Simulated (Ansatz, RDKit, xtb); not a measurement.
**Solving CH6GeSi+, step by step**

Given the formula CH6GeSi+ (charge +1, odd number of electrons) and nothing else, which arrangement of the atoms is the most stable in the gas at 298.15 K, and what are its properties?

Plan: many cheap relaxations first (GFN2-xTB), then density-functional screening, relaxation at B3LYP-D3(BJ)/def2-SVP, vibrations and a final energy. The numbers are computed, not measured.

5 further runs of the same task are left out: 5 set aside as unsound or not needed.

### 1 Candidates

All bonding patterns within simple valence rules are listed by program: one Lewis structure each, at most two rings and one unusual centre or charged pair. O–O, O–halogen and N–halogen bonds and N–N–N chains are not drawn. That gives 9 candidates.

| label | SMILES | spin |
| --- | --- | --- |
| c023 | [CH2][GeH+][SiH3] | doublet |
| c106 | [CH2][GeH2][SiH2+] | doublet |
| c129 | C[SiH+][GeH2] | doublet |
| c135 | [SiH2+][CH][GeH3] | doublet |
| c138 | [CH3][GeH][SiH2+] | doublet |
| c164 | [CH2][SiH+][GeH3] | doublet |
| c201 | [CH2][SiH2][GeH2+] | doublet |
| c234 | [SiH2+][CH2][GeH2] | doublet |
| c260 | [SiH3][CH][GeH2+] | doublet |

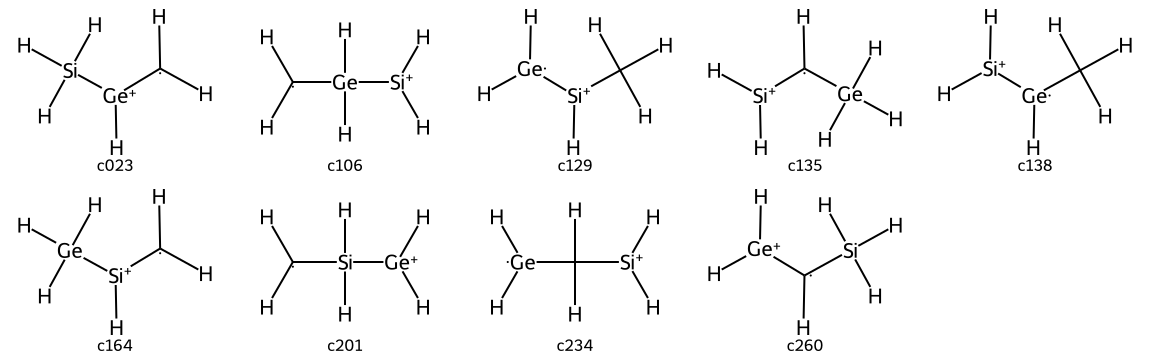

Structural formulas of the candidates.

Candidates are built by distance geometry, with a force field where one applies, in up to four conformers (letters a to d). 10 starts with atoms placed at random are added, to find patterns that the rules miss.

### 2 Search with GFN2-xTB

All 29 starts are relaxed the same way. One of them, c065 (atoms placed at random), in full:

start.xyz

```xyz
9
c065
C      1.886030    -1.208120     1.020250
Ge    -0.636230    -0.070070     0.626010
Si    -0.249410    -1.513150    -1.200120
H      0.911620    -0.830300     0.804280
H     -2.057760     0.561490     0.430330
H     -0.834120     0.922250     1.453950
H     -0.888800    -1.117730     1.824850
H      0.144600     0.624050     2.318040
H     -1.281290    -0.454960    -0.870220
```

On the command line:

```console
$ xtb start.xyz --gfn 2 --opt --chrg 1 --uhf 1
```

What it wrote, shortened:

```text
* xtb version 6.7.1
[...]
          :  # basis functions                  30          :
[...]
          :  # electrons                        17          :
[...]
          :  Hamiltonian                  GFN2-xTB          :
[...]
          :  net charge                          1          :
          :  unpaired electrons                  1          :
[...]
   *** convergence criteria satisfied after 22 iterations ***
[...]
   *** GEOMETRY OPTIMIZATION CONVERGED AFTER 116 ITERATIONS ***
[...]
   *** convergence criteria satisfied after 3 iterations ***
[...]
         ::                     SUMMARY                     ::
         :::::::::::::::::::::::::::::::::::::::::::::::::::::
         :: total energy              -8.275313010231 Eh    ::
         :: gradient norm              0.000293005256 Eh/a0 ::
         :: HOMO-LUMO gap              1.359767454158 eV    ::
         ::.................................................::
         :: SCC energy                -8.376118140449 Eh    ::
         :: -> isotropic ES            0.084038553642 Eh    ::
         :: -> anisotropic ES         -0.010132152318 Eh    ::
         :: -> anisotropic XC          0.002893726185 Eh    ::
         :: -> dispersion             -0.004121306575 Eh    ::
         :: repulsion energy           0.100805130218 Eh    ::
         :: add. restraining           0.000000000000 Eh    ::
         :: total charge               1.000000000000 e     ::
         :::::::::::::::::::::::::::::::::::::::::::::::::::::
[...]
         9        1.0000           -0.4968583             -13.5202 (HOMO)
        10                         -0.4468878             -12.1604 (LUMO)
[...]
          | TOTAL ENERGY               -8.275313010231 Eh   |
          | GRADIENT NORM               0.000293005256 Eh/α |
          | HOMO-LUMO GAP               1.359767454158 eV   |
           -------------------------------------------------
[...]
```

Wall time 0.29 s (2 threads of Intel Xeon 6975P-C (Granite Rapids), shared host).

### 3 What the search left

29 of the 29 relaxations converged; 11 ended on a minimum already found. 18 distinct structures remain:

| label | start | SMILES after | spin | energy (kcal/mol) | note |
| --- | --- | --- | --- | --- | --- |
| c011 | random | [CH3][SiH2][GeH] ‡ | doublet | 0.0 |  |
| c138a | drawn and random | [CH3][GeH][SiH2+] | doublet | 6.9 |  |
| c129a | drawn | C[SiH+][GeH2] | doublet | 9.6 |  |
| c478 | random | [CH3][GeH2][SiH] ‡ | doublet | 18.7 |  |
| c234b | drawn | [SiH2+][CH2][GeH2] | doublet | 20.2 |  |
| c201a | drawn | [SiH2+][CH2][GeH2] | doublet | 21.3 | bonds changed |
| c807 | random | [CH2]1[SiH2][Ge]1.[H][H] ‡ | doublet | 21.6 | fell apart |
| c803 | random | [CH2]1[SiH2][Ge]1.[H][H] ‡ | doublet | 23.0 | fell apart |
| c314 | random | [CH2]1[SiH2][Ge]1.[H][H] ‡ | doublet | 28.2 | fell apart |
| c885 | random | [SiH][CH2][GeH3] ‡ | doublet | 32.5 |  |
| c023b | drawn | [CH2][GeH+][SiH3] | doublet | 33.1 |  |
| c164a | drawn | [CH2][SiH+][GeH3] | doublet | 38.8 |  |
| c135b | drawn | [SiH2+][CH][GeH3] | doublet | 40.7 |  |
| c233 | random | [CH2][SiH2].[GeH2] ‡ | doublet | 43.4 | fell apart |
| c106a | drawn | [CH2][GeH2][SiH2+] | doublet | 45.8 |  |
| c959 | random | [CH2]1[Si][Ge]1.[H][H].[H][H] ‡ | doublet | 49.1 | fell apart |
| c260a | drawn | [SiH3][CH][GeH2+] | doublet | 51.2 |  |
| c065 | random | [H][H].[SiH][CH][GeH2] ‡ | doublet | 71.9 | fell apart |

‡ marks the bonded skeleton alone, with all bonds drawn single: no Lewis structure was assigned that passes a check against the bond lengths.

GFN2-xTB has no spin polarisation, so it can't rank spin states and is rough for open shells.

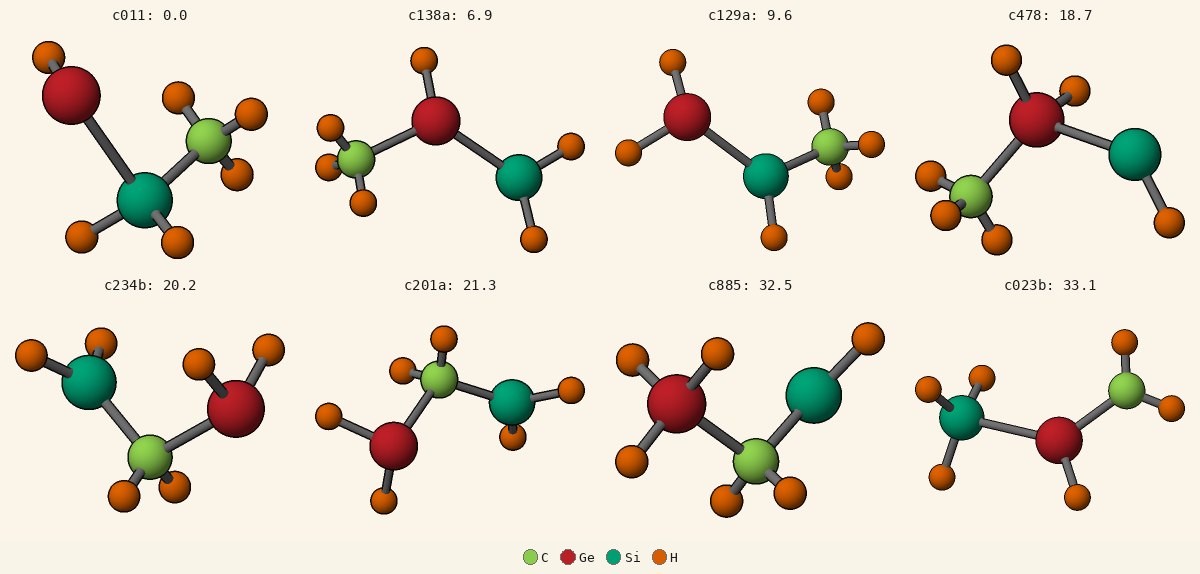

The 8 lowest minima that did not fall apart, with their GFN2-xTB energies in kcal/mol.

### 4 Single points on the low minima

A choice of the minima (the low ones first, few conformers of a pattern, up to a cap) and the lowest that fell apart get a single point at r2SCAN-D4/def2-SVP on the tight-binding geometry, and one at HF/STO-3G for comparison. The first, c011:

input.yaml

```yaml
crystal:
  periodic: [false, false, false]
  atoms:
    - {symbol: C, position_ang: [-0.881591, 0.116914, -0.695267]}
    - {symbol: Ge, position_ang: [0.746721, 0.538497, 2.416408]}
    - {symbol: Si, position_ang: [0.153409, -1.059634, 0.369290]}
    - {symbol: H, position_ang: [-0.542144, -2.132016, 1.100783]}
    - {symbol: H, position_ang: [1.499961, -1.416012, -0.109100]}
    - {symbol: H, position_ang: [-1.361614, -0.422877, -1.511259]}
    - {symbol: H, position_ang: [-0.822843, 0.830676, 2.633214]}
    - {symbol: H, position_ang: [-1.670935, 0.597141, -0.114418]}
    - {symbol: H, position_ang: [-0.268842, 0.901242, -1.142811]}
basis:
  gaussian:
    orbitals: def2-SVP
hamiltonian:
  xc: r2scan
  dispersion: d4
total_charge: 1
scf:
  lower_state_search: "off"
magnetization:
  spin_polarized: true
  initial_magnetization: 1
output:
  orbitals: {seedname: orbitals}
```

On the command line:

```console
$ ansatz run input.yaml --threads 2 --pin off --max-ram 4350MiB --events-out events.jsonl --progress --plain --runs-dir runs
```

What it wrote, shortened:

```text
Warning: RAYON_NUM_THREADS=2 ignored (pool sized by the plan → 2); use --threads N
Functional definition: r2SCAN
  name "r2SCAN"
[...]
1053 factors; their error is unknown
[...]
mean field -65509.35040975 eV, -2407.4242237258 hartree, gradient 6.3e-6 eV, S^2 0.758467; 0 other end points of the search recorded, 0 dependent functions left out
reference -65509.35042171 eV, -2407.4242241652 hartree; 29, 28 occupied and 65, 66 virtual orbitals, 1053 factors
Total energy: -65509.38696189 eV, -2407.4255669923 hartree
Checks for a lower state left out: stability, starts, cluster_reference, orbital_swaps, neighbouring_geometries, increment
```

Wall time 1.6 s (2 threads of Intel Xeon 6975P-C (Granite Rapids), shared host).

Relative energies in kcal/mol, each column from its lowest structure that stays in one piece:

| label | SMILES | spin | GFN2-xTB | HF/STO-3G | r2SCAN-D4/def2-SVP |
| --- | --- | --- | --- | --- | --- |
| c129a | C[SiH+][GeH2] | doublet | 9.6 | 0.0 | 0.0 |
| c138a | [CH3][GeH][SiH2+] | doublet | 6.9 | 6.6 | 1.1 |
| c011 | [CH3][SiH2][GeH] ‡ | doublet | 0.0 | 23.2 | 8.6 |
| c234b | [SiH2+][CH2][GeH2] | doublet | 20.2 | 24.5 | 13.8 |
| c201a | [SiH2+][CH2][GeH2] | doublet | 21.3 | 30.6 | 20.3 |
| c478 | [CH3][GeH2][SiH] ‡ | doublet | 18.7 | 2.9 | 21.1 |
| c807 | [CH2]1[SiH2][Ge]1.[H][H] ‡ | doublet | 21.6 | 73.9 | 32.2 |

‡ marks the bonded skeleton alone, with all bonds drawn single: no Lewis structure was assigned that passes a check against the bond lengths.

### 5 Patterns that tight binding lost

Some ordinary bonding patterns rearranged or fell apart under GFN2-xTB. Their starts are relaxed at r2SCAN-D4/def2-SVP instead (label ending in r). The first, c201ar:

input.yaml

```yaml
crystal:
  periodic: [false, false, false]
  atoms:
    - symbol: C
      position_ang: [-1.982083, -0.356171, 0.618632]
    - symbol: Ge
      position_ang: [-1.510833, -1.075597, -2.542590]
    - symbol: Si
      position_ang: [-2.898630, -1.480053, -0.568881]
    - symbol: H
      position_ang: [-1.530137, -0.876853, 1.457592]
    - symbol: H
      position_ang: [-1.397770, 0.427039, 0.160702]
    - symbol: H
      position_ang: [-4.258911, -1.018272, -0.756562]
    - symbol: H
      position_ang: [-2.905490, -2.880014, -0.177943]
    - symbol: H
      position_ang: [-0.923667, -2.425000, -2.799015]
    - symbol: H
      position_ang: [-0.370714, -0.081707, -2.294823]
basis:
  gaussian: {orbitals: def2-SVP}
total_charge: 1
magnetization: {spin_polarized: true, initial_magnetization: 1}
hamiltonian: {xc: r2scan, dispersion: d4}
relax: {f_tol: 0.01}
output: {orbitals: {seedname: orbitals}}
```

On the command line:

```console
$ ansatz run input.yaml --threads 2 --pin off --max-ram 4350MiB --events-out events.jsonl --progress --plain --runs-dir runs
```

What it wrote, shortened:

```text
Warning: RAYON_NUM_THREADS=2 ignored (pool sized by the plan → 2); use --threads N
[...]
[... 2 set-up lines as earlier in the session ...]
[...]
1053 factors; their error is unknown
[...]
mean field -65507.74293989 eV, -2407.3651502979 hartree, gradient 5.3e-5 eV, S^2 0.807472; 1 other end points of the search recorded, 0 dependent functions left out
[...]
reference -65507.74295156 eV, -2407.3651507268 hartree; 29, 28 occupied and 65, 66 virtual orbitals, 1053 factors
[...]
Atom 4 at    -1.646884     0.372322     0.316860 Å, force     0.002699     0.000531    -0.001619 eV/Å
Atom 5 at    -4.320337    -0.573218    -0.870224 Å, force    -0.003258    -0.001275    -0.001428 eV/Å
Atom 6 at    -3.441497    -2.901973    -0.198831 Å, force    -0.001124    -0.001218     0.000637 eV/Å
Atom 7 at    -0.303905    -2.314620    -2.084480 Å, force    -0.000525    -0.000017     0.000669 eV/Å
Atom 8 at    -1.213278     0.096933    -2.782854 Å, force    -0.000418    -0.000565     0.000025 eV/Å
Dipole moment:    -0.269059    -0.025970     0.262139 e Å
```

Run time: 42 s. Hardware: 2 threads of Intel Xeon 6975P-C (Granite Rapids), shared host.

Energies at r2SCAN-D4/def2-SVP after that relaxation, from the lowest structure of the screen (which was not relaxed at this level):

| label | SMILES | spin | energy (kcal/mol) |
| --- | --- | --- | --- |
| c201ar | [CH2]1[SiH2][GeH2]1 ‡ | doublet | 2.8 |

‡ marks the bonded skeleton alone, with all bonds drawn single: no Lewis structure was assigned that passes a check against the bond lengths.

### 6 Third filter: density-functional geometries

5 candidates are relaxed at B3LYP-D3(BJ)/def2-SVP (chosen among the lowest in one piece). The first, c129a:

input.yaml

```yaml
crystal:
  periodic: [false, false, false]
  atoms:
    - {symbol: C, position_ang: [-2.591125, -1.218649, 0.734556]}
    - {symbol: Ge, position_ang: [-1.193950, -0.298983, -2.678272]}
    - {symbol: Si, position_ang: [-2.304856, -1.659378, -1.076966]}
    - {symbol: H, position_ang: [-2.410321, -2.079023, 1.381903]}
    - {symbol: H, position_ang: [-3.623234, -0.903701, 0.899741]}
    - {symbol: H, position_ang: [-1.939774, -0.409439, 1.070077]}
    - {symbol: H, position_ang: [-3.104833, -2.786451, -1.567389]}
    - {symbol: H, position_ang: [-0.463707, -1.152124, -3.719380]}
    - {symbol: H, position_ang: [-0.106290, 0.563642, -2.027785]}
basis:
  gaussian:
    orbitals: def2-SVP
total_charge: 1
magnetization:
  spin_polarized: true
  initial_magnetization: 1
hamiltonian:
  xc: {name: B3LYP}
  dispersion: d3bj
relax:
  f_tol: 0.003
```

On the command line:

```console
$ ansatz run input.yaml --threads 2 --pin off --max-ram 4350MiB --events-out events.jsonl --progress --plain --runs-dir runs
```

What it wrote, shortened:

```text
Warning: RAYON_NUM_THREADS=2 ignored (pool sized by the plan → 2); use --threads N
[...]
Functional definition: B3LYP
  name "B3LYP"
[...]
1006 factors; integrals over basis functions are off by at most 3.8e-4 eV
[...]
mean field -65513.21895367 eV, -2407.5663900927 hartree, gradient 5.2e-5 eV, S^2 0.754830; 0 other end points of the search recorded, 0 dependent functions left out
[...]
Atom 4 at    -3.670414    -0.946833     0.873671 Å, force    -0.000011    -0.000085    -0.000038 eV/Å
Atom 5 at    -1.992116    -0.315501     1.015552 Å, force    -0.000233     0.000027    -0.000048 eV/Å
Atom 6 at    -3.065415    -2.815520    -1.617241 Å, force    -0.000214    -0.000206     0.000075 eV/Å
Atom 7 at    -0.732642    -1.039048    -3.897576 Å, force    -0.000186     0.000032     0.000069 eV/Å
Atom 8 at    -0.089711     0.630355    -1.958724 Å, force     0.000212    -0.000012     0.000097 eV/Å
Dipole moment:    -0.221986    -0.144106     0.271310 e Å
```

Wall time 22 s (2 threads of Intel Xeon 6975P-C (Granite Rapids), shared host).

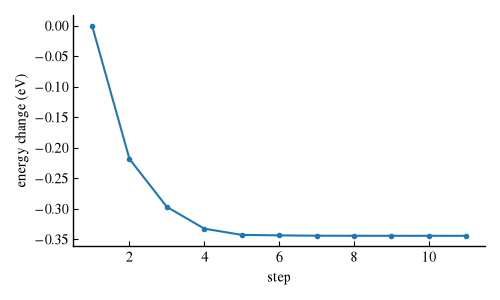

Energy along the run, all evaluated steps.

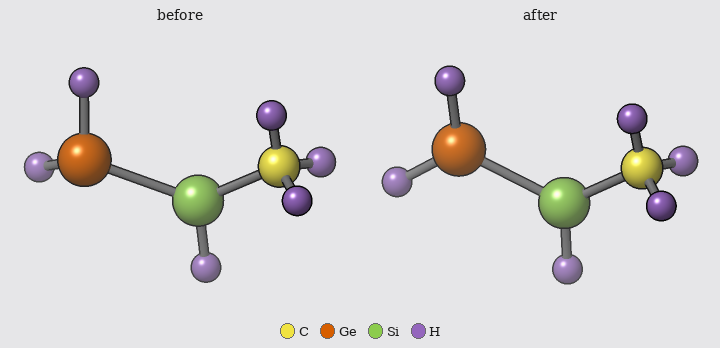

Before and after, at one scale.

After the run. Bond lengths: C1–Si3 1.847 Å, Ge2–Si3 2.294 Å, C1–H4 1.105 Å, C1–H5 1.105 Å, C1–H6 1.099 Å, Si3–H7 1.480 Å, Ge2–H8 1.527 Å, Ge2–H9 1.528 Å. Some angles: C1–Si3–Ge2 123.6°, C1–Si3–H7 120.2°, Ge2–Si3–H7 116.2°, Si3–C1–H4 109.1°, Si3–C1–H5 109.1°, Si3–C1–H6 112.4°, Si3–Ge2–H8 120.2°, Si3–Ge2–H9 120.4°, H4–C1–H5 107.2°, H4–C1–H6 109.4°.

### 7 The relaxed candidates

| label | spin | r2SCAN-D4/def2-SVP (kcal/mol) | B3LYP-D3(BJ)/def2-SVP, relaxed (kcal/mol) | time | note |
| --- | --- | --- | --- | --- | --- |
| c129a | doublet | 0.0 | 0.0 | 22 s |  |
| c138a | doublet | 1.1 | 3.1 | 28 s |  |
| c011 | doublet | 8.6 | 6.4 | 32 s |  |
| c201ar | doublet | 2.8 | 13.6 | 13 s |  |
| c234b | doublet | 13.8 | 13.6 | 28 s | same minimum as c201ar |

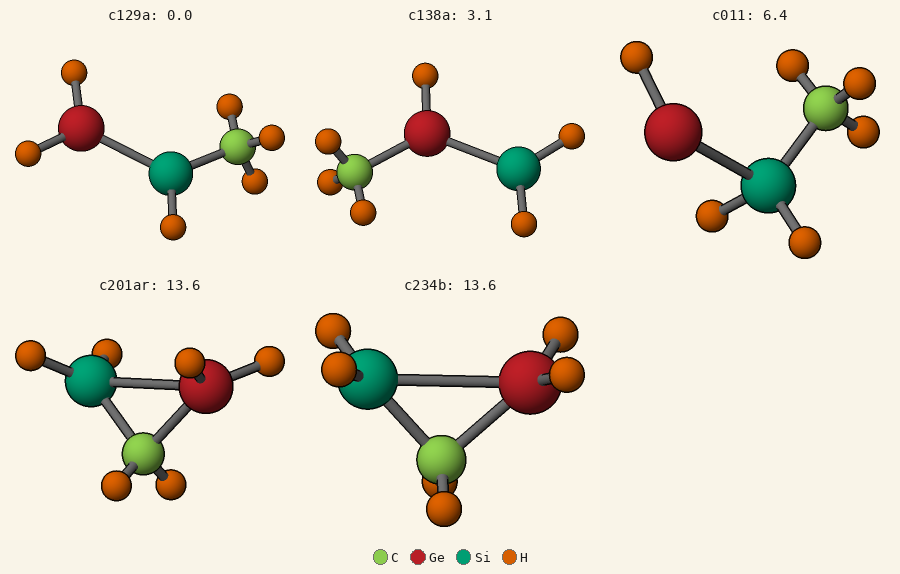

The relaxed structures, with energies at B3LYP-D3(BJ)/def2-SVP in kcal/mol.

### 8 Vibrations and thermal terms

The lowest few in one piece go on as finalists (c201ar drops out). Harmonic vibrations at B3LYP-D3(BJ)/def2-SVP test each finalist and give the zero-point energy and the thermal terms. The first, c129a:

input.yaml

```yaml
basis:
  gaussian:
    orbitals: def2-SVP
crystal:
  periodic: [false, false, false]
  atoms:
    - {symbol: C, position_ang: [-2.601671, -1.181688, 0.721349]}
    - {symbol: Ge, position_ang: [-0.894231, -0.570849, -2.452844]}
    - {symbol: Si, position_ang: [-2.333043, -1.665200, -1.041083]}
    - {symbol: H, position_ang: [-2.358848, -2.039821, 1.373383]}
    - {symbol: H, position_ang: [-3.670414, -0.946833, 0.873671]}
    - {symbol: H, position_ang: [-1.992116, -0.315501, 1.015552]}
    - {symbol: H, position_ang: [-3.065415, -2.815520, -1.617241]}
    - {symbol: H, position_ang: [-0.732642, -1.039048, -3.897576]}
    - {symbol: H, position_ang: [-0.089711, 0.630355, -1.958724]}
phonons: {}
magnetization:
  spin_polarized: true
  initial_magnetization: 1
scf:
  lower_state_search: "off"
hamiltonian:
  xc: {name: B3LYP}
  dispersion: d3bj
total_charge: 1
```

On the command line:

```console
$ ansatz run input.yaml --threads 2 --pin off --max-ram 4350MiB --events-out events.jsonl --progress --plain --runs-dir runs
```

What it wrote, shortened:

```text
Warning: RAYON_NUM_THREADS=2 ignored (pool sized by the plan → 2); use --threads N
[... 2 set-up lines as earlier in the session ...]
[...]
1004 factors; integrals over basis functions are off by at most 3.7e-4 eV
[...]
mean field -65513.55941647 eV, -2407.5789018696 hartree, gradient 6.6e-6 eV, S^2 0.752163; 0 other end points of the search recorded, 0 dependent functions left out
[...]
Atom 7 at    -0.732642    -1.039048    -3.897576 Å, force    -0.000223     0.000044     0.000060 eV/Å
Atom 8 at    -0.089711     0.630355    -1.958724 Å, force     0.000214    -0.000024     0.000088 eV/Å
Dipole moment:    -0.221987    -0.144104     0.271311 e Å
Vibrations: 90.03 145.49 218.70 319.19 386.49 441.83 457.79 654.24 726.52 760.65 808.85 898.91 1266.49 1398.59 1398.85 2183.09 2223.17 2291.26 3020.44 3103.26 3155.41 cm⁻¹, zero-point energy 1.608651 eV
Checks for a lower state left out: stability, starts, cluster_reference, orbital_swaps, neighbouring_geometries, increment
```

It took 62 s on 2 threads of Intel Xeon 6975P-C (Granite Rapids), shared host.

### 9 Thermal terms of the finalists

At 298.15 K and 1 atm, ideal gas, rigid rotor and harmonic oscillator:

| label | SMILES | spin | point group | lowest mode (cm⁻¹) | zero-point (kcal/mol) | G − E (kcal/mol) |
| --- | --- | --- | --- | --- | --- | --- |
| c129a | C[SiH+][GeH2] | doublet | Cs | 90 | 37.1 | 17.6 |
| c138a | [CH3][GeH][SiH2+] | doublet | Cs | 79 | 37.2 | 17.7 |
| c011 | [CH3][SiH2][GeH] ‡ | doublet | C1 | 100 | 36.9 | 16.7 |

Chiral structures get −RT ln 2 for their mirror image.

‡ marks the bonded skeleton alone, with all bonds drawn single: no Lewis structure was assigned that passes a check against the bond lengths.

### 10 Last filter: a higher level

Each finalist gets a single point at CCSD(T)/def2-SVP + MP2/def2-TZVPP - MP2/def2-SVP.

c129a, CCSD(T)/def2-SVP:

input.yaml

```yaml
crystal:
  periodic: [false, false, false]
  atoms:
    - symbol: C
      position_ang: [-2.601671, -1.181688, 0.721349]
    - symbol: Ge
      position_ang: [-0.894231, -0.570849, -2.452844]
    - symbol: Si
      position_ang: [-2.333043, -1.665200, -1.041083]
    - symbol: H
      position_ang: [-2.358848, -2.039821, 1.373383]
    - symbol: H
      position_ang: [-3.670414, -0.946833, 0.873671]
    - symbol: H
      position_ang: [-1.992116, -0.315501, 1.015552]
    - symbol: H
      position_ang: [-3.065415, -2.815520, -1.617241]
    - symbol: H
      position_ang: [-0.732642, -1.039048, -3.897576]
    - symbol: H
      position_ang: [-0.089711, 0.630355, -1.958724]
basis:
  gaussian:
    orbitals: def2-SVP
scf:
  omitted_lower_state_checks: [cluster_reference]
correlation:
  method: ccsd_t
  frozen_orbitals: {Si: 5, C: 1, H: 0, Ge: 9}
total_charge: 1
magnetization:
  spin_polarized: true
  initial_magnetization: 1
```

On the command line:

```console
$ ansatz run input.yaml --threads 2 --pin off --max-ram 4350MiB --events-out events.jsonl --progress --plain --runs-dir runs
```

What it wrote, shortened:

```text
Warning: RAYON_NUM_THREADS=2 ignored (pool sized by the plan → 2); use --threads N
Functional definition: HF
  name "HF"
[...]
943 factors; integrals over basis functions are off by at most 1.1e-3 eV
[...]
mean field -65443.12455713 eV, -2404.9904685314 hartree, gradient 1.5e-6 eV, S^2 0.758205; 0 other end points of the search recorded, 0 dependent functions left out
15 core orbitals not correlated: weight in the atoms' cores, before any rotation towards them, 1.000 or more for the frozen orbitals, at most 0.000 for the correlated occupied ones
reference -65443.12455713 eV, -2404.9904685314 hartree; 14, 13 occupied and 65, 66 virtual orbitals, 943 factors
second order -11.97368475 eV of doubles, -0.00000000 eV of singles
cycle   1  -12.52560275 eV  change   -5.5e-1 eV  update   8.7e-2
[...]
cycle  10  -13.03691398 eV  change    1.0e-5 eV  update   1.5e-5
perturbative correction -0.39075356 eV, -0.0143599284 hartree
Total energy: -65456.55222466 eV, -2405.4839262117 hartree
Checks for a lower state left out: cluster_reference
```

It took 8.1 s on 2 threads of Intel Xeon 6975P-C (Granite Rapids), shared host; peak memory 0.63 GiB.

[end of part 1 of 2]
